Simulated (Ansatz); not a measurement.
## Electronic structure of H$_{2}$Sn···CH$_{4}$ in real space

| atom | x (Å) | y (Å) | z (Å) |
| --- | --- | --- | --- |
| Sn | -1.8166 | 0.7799 | 0.3651 |
| C | 1.1482 | -0.0454 | 0.0586 |
| H | 0.3351 | -0.6895 | 0.4148 |
| H | -2.0811 | -0.9336 | 0.7423 |
| H | -1.8691 | 0.4264 | -1.3709 |
| H | 0.7897 | 0.7671 | -0.5783 |
| H | 1.8077 | -0.6723 | -0.5413 |
| H | 1.6863 | 0.3672 | 0.9096 |

The product side of a reaction path; geometry: PBE0-D4/def2-TZVP; core potentials replace the inner electrons of Sn.

Method: RKS PBE0-D4/def2-TZVPP (Ansatz 0.2.0).

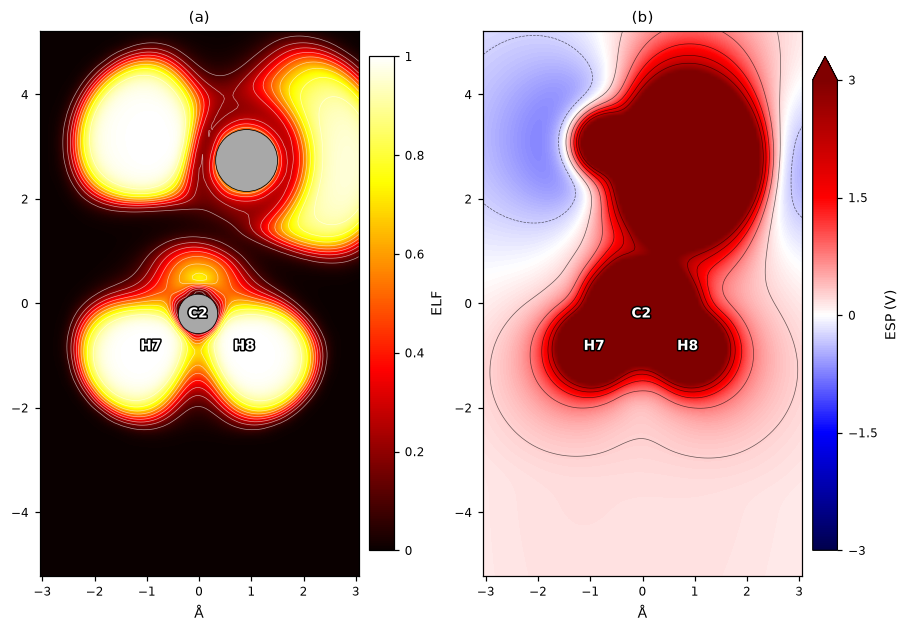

Figure 1. (a) electron localisation function; (b) electrostatic potential on the plane of atoms H7, C2 and H8. Grey discs cover the atomic cores in the ELF map.

Describe what can be read from this map.

- The plane passes through C and H nuclei.
- C–H (1.09 Å): the ELF climbs to about 1 towards the hydrogen, as it does in any bond to H; an ordinary covalent bond to hydrogen.
- Outside the dense part of the complex the potential is most negative (−0.7 V) near H5, which lies off the plane.

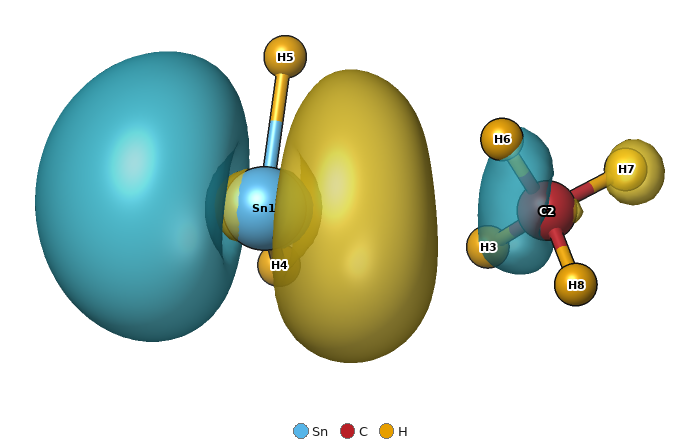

Figure 2. The LUMO at ±0.1 Å⁻³ᐟ² (yellow and cyan are the two phases), seen at a tilt.

Describe this orbital and give its energy.

By Hirshfeld shares it lies mainly on Sn1 (about 80 %). Its energy is −2.36 eV.

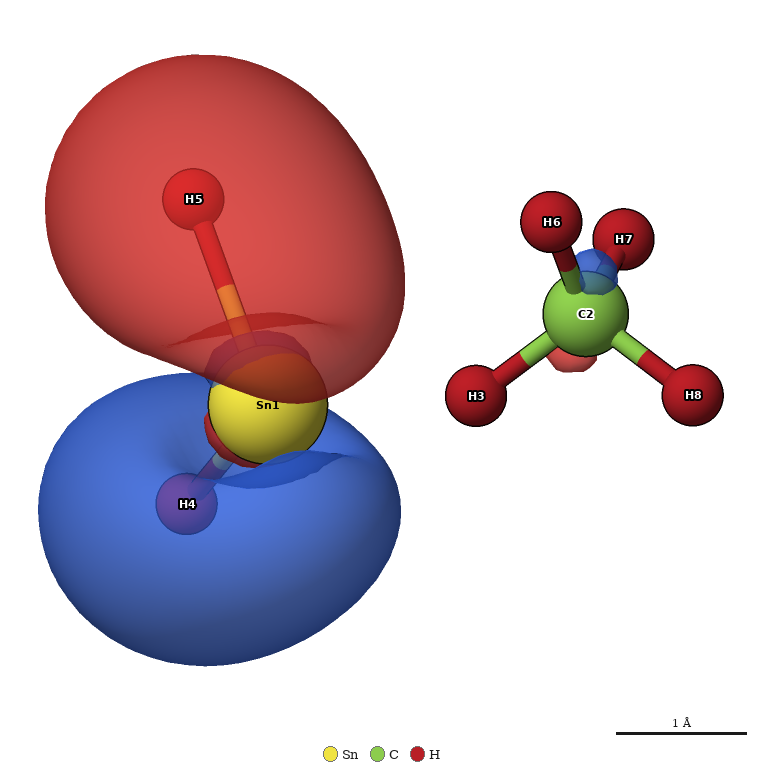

Figure 3. The HOMO−1 at ±0.1 Å⁻³ᐟ² (red and blue are the two phases), seen at a tilt.

Where does this orbital lie, and at what energy?

It lies mainly on Sn1 (about 45 %), H4 (about 25 %) and H5 (about 25 %). Its energy is −8.05 eV.
